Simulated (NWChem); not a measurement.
**One shape, several levels: C2H4F2 (1,2-difluoroethane)**

Wanted: a comparison of 5 runs (HF/3-21G, PBE0/6-311+G**, B3LYP/6-31G*, PBE0/def2-SVP, MP2/def2-SVPD) of C2H4F2 (1,2-difluoroethane). 

Program for the calculation: NWChem 7.3.0.

### Step 1. The system as given

C2H4F2: 8 atoms, total charge 0, spin state singlet. SMILES: `FCCF`. The coordinates come from a PBE0-D4/def2-TZVP relaxation. This is one conformer, not always the lowest.

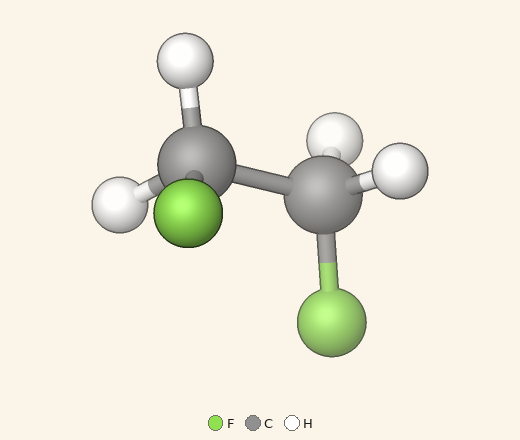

Viewed from a chosen angle; fluorine green, carbon grey, hydrogen white.

### Step 2. Energy and forces at HF/3-21G (run 1)

run.py

```python
from ase import Atoms
from ase.calculators.nwchem import NWChem

system = Atoms(['F', 'C', 'C', 'F', 'H', 'H', 'H', 'H'], positions=[
    [-1.312370, 0.775570, 0.874010],
    [-0.115750, 0.716060, 0.193200],
    [0.217900, -0.696080, -0.177380],
    [-0.618130, -1.153280, -1.172850],
    [-0.201180, 1.337840, -0.702830],
    [0.670250, 1.117960, 0.841860],
    [1.248900, -0.742470, -0.544780],
    [0.110390, -1.355610, 0.688780],
])

calc = NWChem(
    label='input',
    theory='scf',
    memory='2200 mb',
    basis='3-21G',
    basispar='spherical bse',
    scf={'nopen': '0', 'rhf': None, 'thresh': '1e-08', 'maxiter': '80'},
)
system.calc = calc

forces = system.get_forces()
print("Total energy (eV):", round(system.get_potential_energy(), 6))
print("forces (eV/A):")
for s, f in zip(system.symbols, forces):
    print(f"{s:2s} {f[0]:10.5f} {f[1]:10.5f} {f[2]:10.5f}")
print("dipole (e A):", system.get_dipole_moment().round(4))
```

Launch:

```bash
$ export ASE_NWCHEM_COMMAND="nwchem PREFIX.nwi > PREFIX.nwo"
$ python run.py
```

Standard output:

```text
Total energy (eV): -7494.4679
forces (eV/A):
F    -0.95619   -0.09030    0.56508
C     1.04176    0.86538   -0.43878
C     1.11108   -0.44408    0.77174
F    -0.71276   -0.23623   -0.82337
H     0.17046   -0.36597    0.36808
H    -0.30925   -0.20415   -0.40999
H    -0.46794    0.05209    0.28987
H     0.12290    0.42331   -0.32262
dipole (e A): [0.6433 0.1259 0.0996]
```

The calculator wrote input.nwi:

```
title "input"

permanent_dir input

scratch_dir input

start input

geometry units angstrom nocenter noautosym noautoz
  F  -1.3123700000000000e+00 7.7556999999999998e-01 8.7400999999999995e-01
  C  -1.1575000000000001e-01 7.1606000000000003e-01 1.9320000000000001e-01
  C  2.1790000000000001e-01 -6.9608000000000003e-01 -1.7738000000000001e-01
  F  -6.1812999999999996e-01 -1.1532800000000001e+00 -1.1728499999999999e+00
  H  -2.0118000000000000e-01 1.3378399999999999e+00 -7.0282999999999995e-01
  H  6.7025000000000001e-01 1.1179600000000001e+00 8.4186000000000005e-01
  H  1.2488999999999999e+00 -7.4246999999999996e-01 -5.4478000000000004e-01
  H  1.1039000000000000e-01 -1.3556100000000000e+00 6.8877999999999995e-01
end

memory 2200 mb

basis spherical bse noprint
   * library 3-21G
end

scf
  nopen 0
  rhf
  thresh 1e-08
  maxiter 80
end

task scf gradient
```

input.nwo:

```text
Northwest Computational Chemistry Package (NWChem) 7.3.0
             --------------------------------------------------------

           Job information
           ---------------

    nwchem branch   = 7.3.0
    use scalapack   = T
    input           = input.nwi
    prefix          = input.
    data base       = input/input.db
    status          = startup
    nproc           =        1

           Memory information
           ------------------

[... 5 lines left out ...]
    hardfail = no
[... 135 lines left out ...]
         Quadratically convergent ROHF
[... 15 lines left out ...]
       Final RHF  results
[... 4 lines left out ...]
      Two-electron energy =    232.613421903877
[... 36 lines left out ...]
                       ROHF Final Molecular Orbital Analysis
[... 211 lines left out ...]
                 ----------------------------------------
                 |  Time  |  1-e(secs)   |  2-e(secs)   |
                 ----------------------------------------
                 |  CPU   |       0.01   |       0.37   |
                 ----------------------------------------
                 |  WALL  |       0.01   |       0.37   |
                 ----------------------------------------

 Task  times  cpu:        2.8s     wall:        2.8s
 Total times  cpu:        2.8s     wall:        2.8s
```

Wall time 4.8 s (1 thread of Intel Xeon Platinum 8259CL at 2.50GHz (Skylake/Cascade Lake), shared host); peak memory 0.1 GiB.

### Step 3. Energy and forces at PBE0/6-311+G(d,p) (run 2)

c2h4f2.xyz

```xyz
8

F     -1.312370     0.775570     0.874010
C     -0.115750     0.716060     0.193200
C      0.217900    -0.696080    -0.177380
F     -0.618130    -1.153280    -1.172850
H     -0.201180     1.337840    -0.702830
H      0.670250     1.117960     0.841860
H      1.248900    -0.742470    -0.544780
H      0.110390    -1.355610     0.688780
```

c2h4f2.nw

```
START c2h4f2
memory 2200 mb

GEOMETRY units angstroms noautosym nocenter noautoz
  load format xyz c2h4f2.xyz
END

BASIS "ao basis" spherical bse
  * library 6-311+G**
END

DFT
  xc pbe0
  mult 1
  grid fine
  convergence energy 1e-08
  iterations 100
  mulliken
  print low
END

TASK dft gradient
```

Launch:

```bash
$ nwchem c2h4f2.nw > c2h4f2.out
```

Standard output:

```text
[...]
 d= 0,ls=0.0,diis     1   -278.0012062268 -4.06D+02  9.46D-03  9.36D-01     4.2
[...]
 d= 0,ls=0.0,diis     8   -278.0912310510 -8.67D-10  4.96D-07  1.66D-08    27.1
         Total DFT energy =     -278.091231051029
      One electron energy =     -638.128945932359
           Coulomb energy =      264.914575118140
    Exchange-Corr. energy =      -33.011501578858
 Nuclear repulsion energy =      128.134641342048
[...]
                         DFT ENERGY GRADIENTS
    atom               coordinates                        gradient
                 x          y          z           x          y          z
   1 F      -2.480020   1.465615   1.651639    0.002711  -0.000493  -0.001710
   2 C      -0.218736   1.353157   0.365095   -0.002486  -0.000397   0.001663
   3 C       0.411771  -1.315400  -0.335200   -0.001865  -0.000456  -0.002332
   4 F      -1.168096  -2.179383  -2.216365    0.001715   0.001359   0.002393
   5 H      -0.380175   2.528151  -1.328156    0.000173  -0.000341   0.000102
   6 H       1.266589   2.112638   1.590885   -0.000066  -0.000190  -0.000397
   7 H       2.360079  -1.403065  -1.029485   -0.000240   0.000130   0.000347
   8 H       0.208607  -2.561731   1.301605    0.000058   0.000388  -0.000067
 Task  times  cpu:       35.6s     wall:       35.6s
 Total times  cpu:       35.7s     wall:       35.7s
```

Run time: 36 s. Hardware: 1 thread of Intel Xeon Platinum 8259CL at 2.50GHz (Skylake/Cascade Lake), shared host; peak memory 0.12 GiB.

Run 3 isn't shown in full; the table further down has it.

### Step 4. Energy and forces at PBE0/def2-SVP (run 4)

m1.nw

```
start m1
title "C2H4F2 PBE0"
memory 2200 mb
geometry units angstrom noautosym nocenter noautoz
F       -1.312370       0.775570       0.874010
C       -0.115750       0.716060       0.193200
C        0.217900      -0.696080      -0.177380
F       -0.618130      -1.153280      -1.172850
H       -0.201180       1.337840      -0.702830
H        0.670250       1.117960       0.841860
H        1.248900      -0.742470      -0.544780
H        0.110390      -1.355610       0.688780
end
basis "ao basis" spherical bse
F library def2-SVP
C library def2-SVP
H library def2-SVP
end
dft
xc pbe0
grid xfine
convergence energy 1e-08
maxiter 100
mulliken
end
task dft gradient
```

Launch:

```bash
$ nwchem m1.nw > m1.out
```

Standard output:

```text
[...]
          Wavefunction type:  closed shell.
          No. of atoms     :     8
          No. of electrons :    34
[...]
          Charge           :     0
          Spin multiplicity:     1
[...]
          AO basis - number of functions:    76
[...]
              XC Information
              --------------
                         PBE0 Method XC Functional
                     Hartree-Fock (Exact) Exchange  0.250
          PerdewBurkeErnzerhof Exchange Functional  0.750
            Perdew 1991 LDA Correlation Functional  1.000 local
           PerdewBurkeErnz. Correlation Functional  1.000 non-local
[...]
 d= 0,ls=0.0,diis     1   -277.7075170790 -4.06D+02  1.55D-02  7.11D-01     4.9
[...]
 d= 0,ls=0.0,diis     8   -277.7885896045 -6.36D-10  4.01D-07  2.23D-09    44.6
         Total DFT energy =     -277.788589604533
      One electron energy =     -637.992381795980
           Coulomb energy =      265.066820000375
    Exchange-Corr. energy =      -32.997669150976
 Nuclear repulsion energy =      128.134641342048
[...]
      Total Density - Mulliken Population Analysis
     ---------------------------------------------
    Atom       Charge   Shell Charges
 -----------   ------   -------------------------------------------------------
    1 F    9     9.28   1.99  1.13  0.81  3.34  2.01  0.01
    2 C    6     5.80   1.99  0.92  0.13  2.04  0.65  0.07
    3 C    6     5.80   1.99  0.92  0.13  2.04  0.65  0.07
    4 F    9     9.28   1.99  1.13  0.81  3.34  2.01  0.01
    5 H    1     0.95   0.75  0.18  0.02
    6 H    1     0.97   0.76  0.19  0.02
    7 H    1     0.97   0.76  0.19  0.02
    8 H    1     0.95   0.75  0.18  0.02
[...]
  wavefunction    = closed shell
[...]
```

Wall time 56 s (1 thread of Intel Xeon Platinum 8259CL at 2.50GHz (Skylake/Cascade Lake), shared host); peak memory 0.14 GiB.

### Step 5. Energy and forces at MP2/def2-SVPD (run 5)

m1.nw

```
start m1
title "C2H4F2"
memory stack 880 mb heap 220 mb global 1100 mb

geometry units au noautosym nocenter noautoz
   F     -2.48001987     1.46561489     1.65163953
   C     -0.21873580     1.35315729     0.36509509
   C      0.41177132    -1.31540056    -0.33519962
   F     -1.16809641    -2.17938335    -2.21636529
   H     -0.38017510     2.52815120    -1.32815621
   H      1.26658894     2.11263822     1.59088484
   H      2.36007896    -1.40306496    -1.02948500
   H      0.20860687    -2.56173163     1.30160556
end

basis spherical bse
   * library def2-SVPD
end

scf
   thresh 1e-08
   maxiter 80
   noprint "final vectors analysis"
end

mp2
   freeze core 4
   tight
end

task mp2 gradient
```

Launch:

```bash
$ nwchem m1.nw > m1.out
```

Standard output:

```text
[...]
  functions       =   118
[...]
  wavefunction    = RHF
[...]
         Total SCF energy =   -276.728753384128
      One-electron energy =   -637.487603212577
      Two-electron energy =    232.624217753207
 Nuclear repulsion energy =    128.134632075241
        Time for solution =     44.6s
[...]
          Total MP2 energy          -277.407632056276
[...]
                         mp2 ENERGY GRADIENTS
    atom               coordinates                        gradient
                 x          y          z           x          y          z
   1 F      -2.480020   1.465615   1.651640    0.008844   0.000092  -0.004729
   2 C      -0.218736   1.353157   0.365095   -0.005620  -0.001681   0.003063
   3 C       0.411771  -1.315401  -0.335200   -0.004697  -0.000339  -0.004654
   4 F      -1.168096  -2.179383  -2.216365    0.006465   0.002903   0.007097
   5 H      -0.380175   2.528151  -1.328156    0.000177  -0.001862   0.002907
   6 H       1.266589   2.112638   1.590885   -0.002339  -0.001246  -0.002156
   7 H       2.360079  -1.403065  -1.029485   -0.003148   0.000172   0.001304
   8 H       0.208607  -2.561732   1.301606    0.000319   0.001960  -0.002831
[...]
```

It took 1.7 min on 1 thread of Intel Xeon Platinum 8259CL at 2.50GHz (Skylake/Cascade Lake), shared host; peak memory 0.55 GiB.

### Step 6. Overview of the runs

```
run                               level  iteration cap  module  energy (Eh)  dipole moment (D)  HOMO energy (eV)  LUMO energy (eV)  wall time
  1                            HF/3-21G             80     scf  -275.416618               3.18            -13.50              7.12      4.8 s
  2                      PBE0/6-311+G**            100     dft  -278.091231                  –                 –                 –       36 s
  3  B3LYP/6-31G* (Cartesian functions)            100     dft  -278.278303               2.38             -8.79              2.60       36 s
  4                       PBE0/def2-SVP            100     dft  -277.788590               2.59             -9.32              1.95       56 s
  5                       MP2/def2-SVPD             80     mp2  -277.407632               2.78                 –                 –    1.7 min
```

### Step 7. Outcome

| quantity | value |
| --- | --- |
| run 5: total energy | -277.40763 Eh |
| run 5: dipole moment (of the density that the program reports) | 2.78 D |
| run 5: correlation energy (4 core orbitals frozen) | -678.9 mEh |
| run 5: largest force on an atom | 0.516 eV/Å |

**Reading.** Over runs 1, 3, 4, 5 the dipole moment (its size) runs from 2.38 D (B3LYP/6-31G*) to 3.18 D (HF/3-21G). The two ends differ in method and basis. Over runs 1, 3, 4 the HOMO–LUMO gap runs from 11.27 eV (PBE0/def2-SVP) to 20.62 eV (HF/3-21G). Totals of different functionals can't be ranked against each other. All runs together took 3.9 min, the longest 1.7 min.
